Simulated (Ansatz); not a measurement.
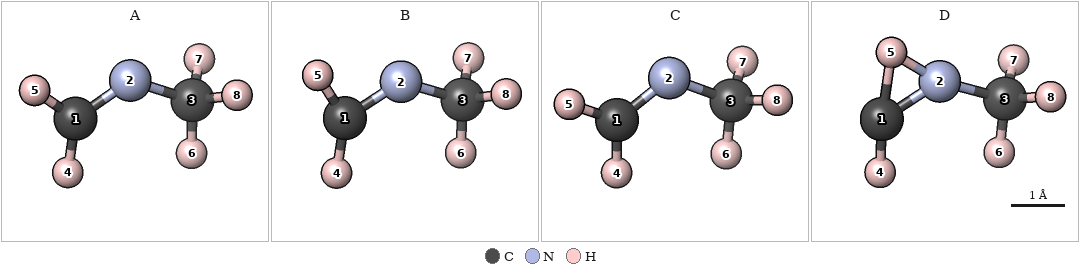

4 geometries from a converged minimum-energy path of C$_{2}$H$_{5}$N, shuffled. The picture is a ball-and-stick view, seen at a tilt.

Theory: RKS PBE-D4/def2-TZVP (Ansatz). Settings: 5 movable images; climbing image; force threshold 0.05 eV/Å; iteration limit 60; starting path through a guess of the saddle point.

**One of them is the converged climbing image. Which?**

D. In order along the path, whose images run from 0 to 6: C (image 0, 0.0 kJ/mol), A (image 1, +14.1 kJ/mol), B (image 2, +89.7 kJ/mol), D (image 4, +323.4 kJ/mol). A hydrogen atom shifts from one atom to another. Breaking: C1–H5 (1.10 → 1.34 at the top → 1.99 Å). Forming: N2–H5 (2.04 → 1.19 at the top → 1.02 Å).

Cost: 63 s on 2 threads of AMD EPYC 7R13 Processor (Zen 3), with other jobs on the host, peak memory 0.19 GiB.
